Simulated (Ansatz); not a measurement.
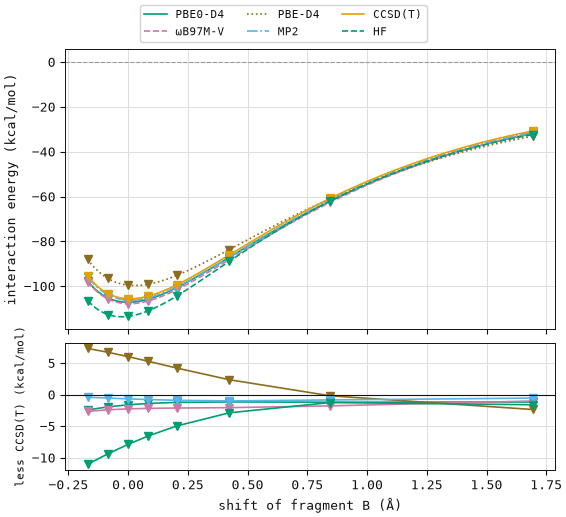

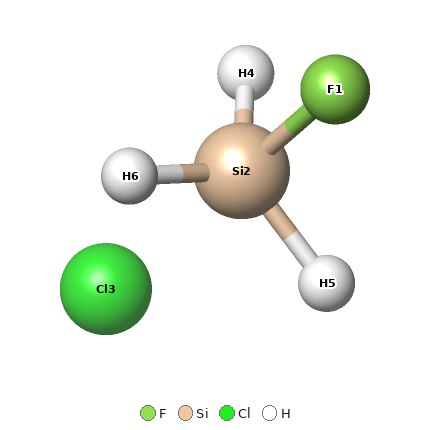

Interaction curve of the pair F⁻ (A) and ClH₃Si (B), from the arrangement drawn (closest contact, H···H pairs aside, F1···Si2 1.69 Å; others can bind more strongly), without the energy that it costs to deform the partners. The Ansatz code, def2-TZVPPD, cores frozen in correlated methods. Fragment B of a pair is moved rigidly from the minimum (PBE0-D4/def2-TZVPD) along the line between the fragments' mean atom positions; interaction energies with counterpoise. Splines pass through the computed points, which are marked.

Q: Which curve follows CCSD(T) best, and which worst?

A: Best MP2, worst HF; largest departures, offsets in depth included: MP2 0.99, PBE0-D4 2.41, ωB97M-V 2.64, PBE-D4 7.32, HF 11.03 kcal/mol. CCSD(T) is in the same finite basis, not at its limit.

Q: Give the values at the computed points.

A: In kcal/mol:
```tsv
shift of fragment B (Å)	PBE0-D4	ωB97M-V	PBE-D4	MP2	CCSD(T)	HF
−0.17	−97.78	−98.01	−88.04	−95.77	−95.36	−106.39
−0.08	−105.18	−105.64	−96.53	−103.79	−103.25	−112.62
0.00	−107.16	−107.81	−99.53	−106.22	−105.56	−113.43
0.08	−105.78	−106.56	−99.10	−105.16	−104.39	−110.93
0.20	−100.63	−101.52	−95.18	−100.29	−99.40	−104.36
0.42	−87.14	−88.05	−83.63	−86.99	−85.99	−88.87
0.85	−61.95	−62.52	−60.93	−61.58	−60.75	−61.99
1.69	−31.90	−31.74	−33.09	−31.28	−30.74	−32.33
```
